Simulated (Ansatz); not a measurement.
# Ge2F: one candidate of a structure search, part 2 of 2

The task: take a trial cell of Ge2F to zero force and stress.

Ansatz 0.2.0; DFT PBE, scalar-relativistic, plane waves, PAW.

### 4 Final relaxation

The end of the coarse run is made exact in the group found at a tolerance of 0.06 Å and reduced to its primitive cell.

Contents of input.yaml:

```yaml
crystal:
  lattice:
    - [0.0, 3.0054018086, 3.0054018086]
    - [3.0054018086, 0.0, 3.0054018086]
    - [3.0054018086, 3.0054018086, 0.0]
  atoms:
    - { symbol: Ge, position: [0.25, 0.25, 0.25] }
    - { symbol: Ge, position: [0.75, 0.75, 0.75] }
    - { symbol: F, position: [0.0, 0.0, 0.0] }
basis:
  ecutwfc: 420
kpoints:
  mp_grid: { grid: [14, 14, 14] }
hamiltonian:
  xc: pbe
scf:
  occupations: { method: gaussian, width: 0.1 }
output:
  forces: true
  stress: true
  eigenvalues: true
  write_density: true
  write_potential: true
  elf: true
  volumetric_format: npy
relax:
  adjacent_minimum: "off"
  f_tol: 0.01
  max_steps: 80
  cell: { stress_tol: 0.05 }
```

The run is started by

```sh
ansatz run input.yaml --threads 1 --pin off --max-ram 2560MiB --backend cpu --events-out ev --progress --plain --runs-dir out
```

Log (excerpt; [...] marks lines left out):

```text
Warning: RAYON_NUM_THREADS=1 ignored (pool sized by the plan → 1); use --threads N
[...]
Pseudopotentials: kind: paw
Pseudopotential: Ge, paw, valence charge 14, recommended cutoff 420 eV (normal), Ge.paw.azcp
Pseudopotential: F, paw, valence charge 7, recommended cutoff 420 eV (normal), F.paw.azcp
Functional definition: PBE
[...]
Crystal: 3 atoms, lattice volume = 54.292 Å³
Basis set: ecut = 420 eV, 1067 PW (Γ), exchange–correlation on 60×60×60 points (8 copies of the dense FFT grid, shifted against one another)
Bands: 22, of which v1, the nominal top of the filled ones, is band 18 counted from 1 (17 counted from 0)
Symmetry: 48 space group operations
Space group: Fm-3m (ITA 225), of the structure as read, at distance tolerance 3.8e-5 Å
k-points: 104 of 2744
[...]
SCF iter   1: F=—  HF=-9395.860165 eV  |F-HF|=—  |Δ(HF+E_count)|=         —  Δρ=1.77e-3  dr2=2.49e-3  ethr=1.77e-3  ⟨swp⟩=5.4  Hψ=9004  notcnv=0
[...]
  atom   3  F     -0.00000000     0.00000000     0.00000000
[...]
--- Stress (GPa, compression-positive) ---
       -0.025827       0.000000      -0.000000
        0.000000      -0.025827       0.000000
       -0.000000       0.000000      -0.025827
  P = ⅓ Tr σ = -0.0258 GPa (-0.258 kbar)
--- Band table (eV; the first three rows and the last of 104) ---
[... band rows left out ...]
[...]
--- Relaxed structure (2 steps of the walk, 2 accepted, 1 SCFs on fresh bases) ---
  F+E_penalty+E_count = -9395.86007417 eV   max|allowed force component| = 7.401e-17 eV/Å   (the final SCF, on the basis selected at the relaxed cell)
  cell:  # Å, volume = 54.3960 Å³
    - [-1.2977275646280954e-34, 3.007316001743631, 3.007316001743631]
    - [3.007316001743631, 0.0, 3.007316001743631]
    - [3.007316001743631, 3.007316001743631, -1.2977275646280954e-34]
  atoms:
    - { symbol: Ge, position: [0.25, 0.25, 0.25] }
    - { symbol: Ge, position: [0.7499999999999999, 0.7499999999999999, 0.7499999999999999] }
    - { symbol: F, position: [-8.900316399902186e-36, -1.780063279980437e-36, 4.4501581999510926e-36] }
```

Run time: 11 s. Hardware: 1 thread of Intel Xeon 6975P-C (Granite Rapids), shared host; peak memory 0.43 GiB.

The steps of the relaxation:

| step | E - E(step 1) (eV/cell) | largest force component (eV/Å) | pressure (GPa) | volume (Å³) |
| --- | --- | --- | --- | --- |
| 1 | 0.0000 | 0.0000 | 0.08 | 54.29 |
| 2 | 0.0001 | 0.0000 | -0.03 | 54.40 |
| 3 | 0.0000 | 0.0000 | -0.03 | 54.40 |

Step 1 is the start. Step 3 repeats the geometry before it on a plane-wave basis chosen anew for that cell, so its energy need not be comparable with the rows above.

Lengths and angles in the start's conventional setting:

|  | before | after | change |
| --- | --- | --- | --- |
| a (Å) | 6.011 | 6.015 | +0.1 % |
| b (Å) | 6.011 | 6.015 | +0.1 % |
| c (Å) | 6.011 | 6.015 | +0.1 % |
| volume (Å³/atom) | 18.10 | 18.13 | +0.2 % |
| shortest distance (Å) | 2.603 | 2.604 | +0.1 % |
| space group (0.01 Å) | Fm-3m | Fm-3m | same |

Forces and stress were held to the start's 48 operations: a distortion of lower symmetry was not tested.

The maps below are laid out on this run's own conventional cell (a, b, c = 6.015, 6.015, 6.015 Å).

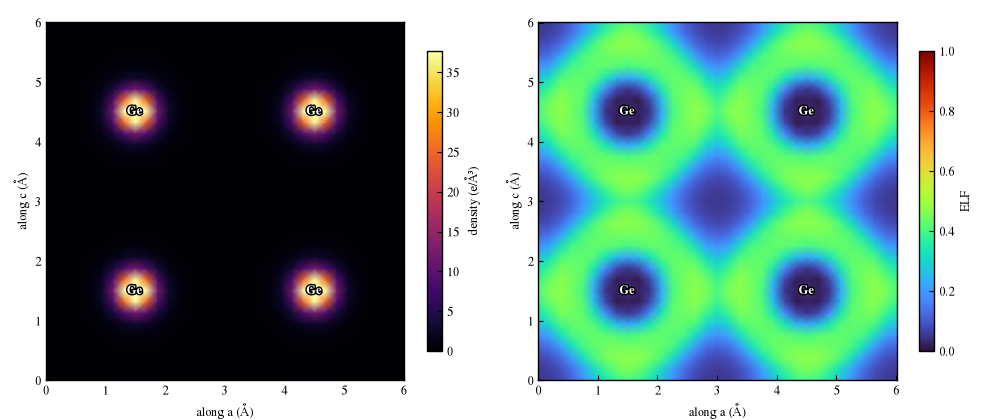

Density (left) and ELF (right) in a lattice plane of the grid's cell (edges 6.01 and 6.01 Å, at 0.250 of the third edge), which holds Ge. Only atoms in the plane are labelled; the density scale stops at 37.70 e/Å³. Both are smooth fields of the valence electrons: close to the nuclei they are not physical.

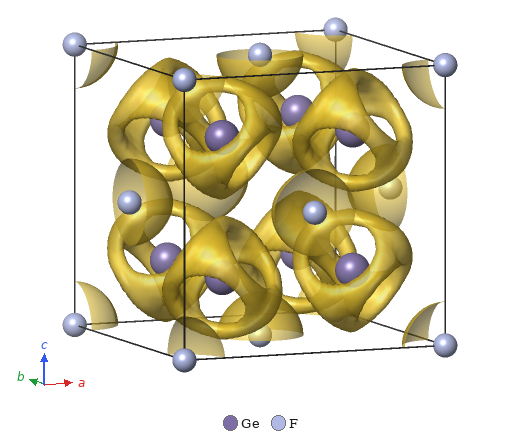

Surface of ELF = 0.45, drawn in one cell.

Outside the cores ELF peaks at 0.81 in the shell around F, 0.5 Å from F; 0.51 beside Ge, off the lines to its neighbours, 1.2 Å from Ge.

### 5 Summary of results

The summary covers parts 1 to 2. Changes of volume or cell count from the first structure of part 1.

```
                                                              quantity                                                                      value
                                symmetry at the end (tolerance 0.05 Å)                                                space group Fm-3m (No. 225)
                                                     conventional cell  a = 6.015 Å, b = 6.015 Å, c = 6.015 Å, α = 90.00°, β = 90.00°, γ = 90.00°
                                                                volume                                                              18.13 Å³/atom
energy over the elements (uncorrected; H, N, O, F and Cl as molecules)                                                              -0.10 eV/atom
                                                       gap on the mesh                                                               none (metal)
```

**Reading.** The space group Fm-3m (No. 225) is kept, and the volume per atom grows by 29.9 % from the first guess. A negative formation energy is needed for stability but isn't enough; other structures and compounds were not set against it here. No finished test with a distortion of lower symmetry is shown, so the end may be a saddle point. Spin polarisation is off in the runs that give these values; a magnetic solution could lie lower.
